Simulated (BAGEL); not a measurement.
# A workflow on SiNH4ClO (SMILES N[SiH](O)Cl)

Wanted: a single-point energy (HF/6-31G*), then the energy (NEVPT2(2,2)/6-31G*), then the energy (CASPT2(2,2)/6-31G*) of SiNH4ClO. 

The calculation is run with BAGEL 1.2.2.

1 further run of the same task is left out (set aside as unsound or not needed).

### 1 The system as given

The species is SiNH4ClO (8 atoms), meant as a singlet with charge 0. As SMILES, `N[SiH](O)Cl`. The Si2–Cl4 distance was set to 3.909 Å, away from the relaxed value. At this shape a bond of the SMILES string is far longer than usual.

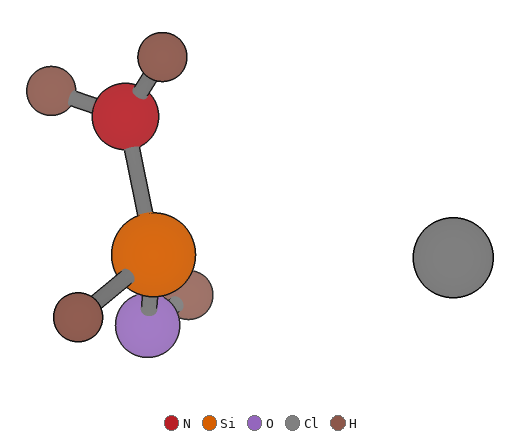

The structure, seen from a chosen angle (nitrogen red, silicon orange, oxygen purple, chlorine grey, hydrogen brown).

### 2 The energy at HF/6-31G(d) (density fitting with svp-jkfit, spherical functions) (run 1)

Input file calc.json:

```json
{ "bagel": [

{
  "title": "molecule",
  "basis": "6-31gs.json",
  "df_basis": "svp-jkfit",
  "angstrom": false,
  "geometry": [
    { "atom": "N", "xyz": [ -0.81945139,  4.08075018,  1.92264326 ] },
    { "atom": "Si", "xyz": [  1.58843764,  1.97975268,  2.25088869 ] },
    { "atom": "O", "xyz": [  1.63927127,  0.77958762,  5.08963528 ] },
    { "atom": "Cl", "xyz": [  0.32711159, -3.10217441, -2.96101186 ] },
    { "atom": "H", "xyz": [ -1.70270938,  4.29315540,  0.25269229 ] },
    { "atom": "H", "xyz": [ -0.92735475,  5.64317574,  3.00356661 ] },
    { "atom": "H", "xyz": [  4.18170880,  2.93104081,  1.88560463 ] },
    { "atom": "H", "xyz": [  0.06928681,  0.13726971,  5.73176421 ] }
  ]
},
{ "title": "hf", "charge": 0 },
{ "title": "print", "file": "orbitals.molden", "orbitals": true }

]}
```

The basis set 6-31G* is read from a file made from the Basis Set Exchange's data (not shown).

Command:

```bash
BAGEL_NUM_THREADS=1 BAGEL calc.json > calc.out
```

The log of the run:

```text
* using 1 threads per process

  ===============================================================
  ===============================================================

  *** Geometry ***

  { "atom" : "N", "xyz" : [     -0.819451,      4.080750,      1.922643 ] },
  { "atom" : "Si", "xyz" : [      1.588438,      1.979753,      2.250889 ] },
  { "atom" : "O", "xyz" : [      1.639271,      0.779588,      5.089635 ] },
[... 4 lines of this table left out ...]
  { "atom" : "H", "xyz" : [      0.069287,      0.137270,      5.731764 ] },

  Number of auxiliary basis functions:      482

  Since a DF basis is specified, we compute 2- and 3-index integrals:
    o Being stored without compression. Storage requirement is 0.020 GB

  Number of basis functions:       72
  Number of electrons      :       50

    * METHOD: MOLECULE                             0.25

  *** RHF ***

  === Nuclear Repulsion ===
   180.2391815249

      * DIIS with orbital gradients will be used.

  === RHF iteration (6-31gs.json) ===
      0       -879.67890532          0.02503214           0.08
      1       -879.88711178          0.01570134           0.08
      2       -879.98709765          0.00159985           0.08
[... 13 lines of this table left out ...]
     16       -879.98898853          0.00000000           0.08
    * SCF iteration converged.

    * Permanent dipole moment:
           (    0.050553,    -3.825083,    -3.225608) a.u.

    * METHOD: HF                                   1.51

    * METHOD: PRINT                                0.01

  ===============================================================
```

Wall time 1.9 s (1 thread of Arm Neoverse V1, shared host); peak memory 0.15 GiB.

### 3 The energy at NEVPT2(2,2)/6-31G(d) (density fitting with svp-jkfit, spherical functions) (run 2)

Input file input.json:

```json
{ "bagel" : [

{
  "title" : "molecule",
  "basis" : "6-31gs.json",
  "df_basis" : "svp-jkfit",
  "angstrom" : false,
  "geometry" : [
    { "atom" : "N", "xyz" : [ -0.81945139,  4.08075018,  1.92264326 ] },
    { "atom" : "Si", "xyz" : [  1.58843764,  1.97975268,  2.25088869 ] },
    { "atom" : "O", "xyz" : [  1.63927127,  0.77958762,  5.08963528 ] },
    { "atom" : "Cl", "xyz" : [  0.32711159, -3.10217441, -2.96101186 ] },
    { "atom" : "H", "xyz" : [ -1.70270938,  4.29315540,  0.25269229 ] },
    { "atom" : "H", "xyz" : [ -0.92735475,  5.64317574,  3.00356661 ] },
    { "atom" : "H", "xyz" : [  4.18170880,  2.93104081,  1.88560463 ] },
    { "atom" : "H", "xyz" : [  0.06928681,  0.13726971,  5.73176421 ] }
  ]
},
{
  "title" : "hf"
},
{
  "title" : "nevpt2",
  "nstate" : 1,
  "nact" : 2,
  "nclosed" : 24,
  "active" : [25, 26],
  "maxiter" : 200,
  "natocc" : true,
  "ncore" : 12
},
{
  "title" : "print",
  "file" : "orbitals.molden",
  "orbitals" : true
}

]}
```

The basis set 6-31G* is read from a file made from the Basis Set Exchange's data (not shown).

Command:

```bash
BAGEL_NUM_THREADS=1 BAGEL input.json > input.out
```

The log of the run:

```text
* using 1 threads per process

  ===============================================================
  ===============================================================

  *** Geometry ***

  { "atom" : "N", "xyz" : [     -0.819451,      4.080750,      1.922643 ] },
  { "atom" : "Si", "xyz" : [      1.588438,      1.979753,      2.250889 ] },
  { "atom" : "O", "xyz" : [      1.639271,      0.779588,      5.089635 ] },
[... 4 lines of this table left out ...]
  { "atom" : "H", "xyz" : [      0.069287,      0.137270,      5.731764 ] },

[... 23 lines left out ...]
    * SCF iteration converged.
[... 1 line left out ...]
    * Permanent dipole moment:
[... 28 lines left out ...]
    * Second-order optimization converged. *
[... 9 lines left out ...]
     * ci vector, state   0, <S^2> = 0.0000
       2.    -0.8962497795
       .2     0.4435496959

  === DF-NEVPT2 calculation ===

    * 3-index integral transformation done
    * assembly done

      NEVPT2 correlation energy:   -0.5234308172      0.11

          (+0)     -0.4458753840
          (+0)'    -0.0151230868
          (+1)     -0.0222039258
          (+1)'    -0.0000000000
          (+2)     -0.0004580969
          (-1)     -0.0385986840
          (-1)'     0.0000000000
          (-2)     -0.0011716397

      NEVPT2 total energy:       -880.5467663873

    * METHOD: NEVPT2                               9.39

    * METHOD: PRINT                                0.01

  ===============================================================
```

It took 11 s on 1 thread of Arm Neoverse V1, shared host; peak memory 0.15 GiB.

### 4 The energy at CASPT2(2,2)/6-31G(d) (density fitting with svp-jkfit, spherical functions) (run 3)

Input file caspt2.json:

```json
{ "bagel" : [

{
  "title" : "molecule",
  "basis" : "6-31gs.json",
  "df_basis" : "svp-jkfit",
  "angstrom" : false,
  "geometry" : [
    { "atom" : "N", "xyz" : [ -0.81945139,  4.08075018,  1.92264326 ] },
    { "atom" : "Si", "xyz" : [  1.58843764,  1.97975268,  2.25088869 ] },
    { "atom" : "O", "xyz" : [  1.63927127,  0.77958762,  5.08963528 ] },
    { "atom" : "Cl", "xyz" : [  0.32711159, -3.10217441, -2.96101186 ] },
    { "atom" : "H", "xyz" : [ -1.70270938,  4.29315540,  0.25269229 ] },
    { "atom" : "H", "xyz" : [ -0.92735475,  5.64317574,  3.00356661 ] },
    { "atom" : "H", "xyz" : [  4.18170880,  2.93104081,  1.88560463 ] },
    { "atom" : "H", "xyz" : [  0.06928681,  0.13726971,  5.73176421 ] }
  ]
},
{ "title" : "hf" },
{ "title" : "casscf", "nstate" : 1, "nact" : 2, "nclosed" : 24, "active" : [25, 26], "maxiter" : 200, "natocc" : true },
{ "title" : "print", "file" : "orbitals.molden", "orbitals" : true },
{ "title" : "smith", "method" : "caspt2", "ms" : true, "xms" : true, "sssr" : true, "shift" : 0.2, "shift_imag" : true, "ncore" : 12 }

]}
```

The basis set 6-31G* is read from a file made from the Basis Set Exchange's data (not shown).

Command:

```bash
BAGEL_NUM_THREADS=1 BAGEL caspt2.json > caspt2.out
```

The log of the run:

```text
* using 1 threads per process

  ===============================================================
  ===============================================================

  *** Geometry ***

  { "atom" : "N", "xyz" : [     -0.819451,      4.080750,      1.922643 ] },
  { "atom" : "Si", "xyz" : [      1.588438,      1.979753,      2.250889 ] },
  { "atom" : "O", "xyz" : [      1.639271,      0.779588,      5.089635 ] },
[... 4 lines of this table left out ...]
  { "atom" : "H", "xyz" : [      0.069287,      0.137270,      5.731764 ] },

[... 25 lines left out ...]
    * Permanent dipole moment:
[... 37 lines left out ...]
     * ci vector, state   0, <S^2> = 0.0000
[... 21 lines left out ...]
       #      aibj      arbs      arbi      airj      risj      airs      arst      rist         Etot      error   time
[... 7 lines left out ...]
      ------------------------------------------------------------------------------------------------------------------

    * CASPT2 energy : state  0     -880.5523048221
        w/o shift correction       -880.5496690870
        reference weight              0.8534925032

    * METHOD: SMITH                                0.47

  ===============================================================
```

Run time: 11 s. Hardware: 1 thread of Arm Neoverse V1, shared host; peak memory 0.15 GiB.

### 5 Results

| quantity | value |
| --- | --- |
| run 1, HF/6-31G*: total energy | -879.98899 Eh |
| run 1, HF/6-31G*: dipole moment | 12.72 D |
| run 1, HF/6-31G*: HOMO energy | -8.54 eV |
| run 1, HF/6-31G*: LUMO energy | -1.73 eV |
| run 1, HF/6-31G*: HOMO–LUMO gap | 6.81 eV |
| run 2, NEVPT2(2,2)/6-31G*: total energy | -880.54677 Eh |
| run 3, CASPT2(2,2)/6-31G*: total energy | -880.55230 Eh |

What this shows: One bond (run 1, HF/6-31G*) is far stretched, which a spin-restricted single reference describes badly; a broken-symmetry solution may lie lower.
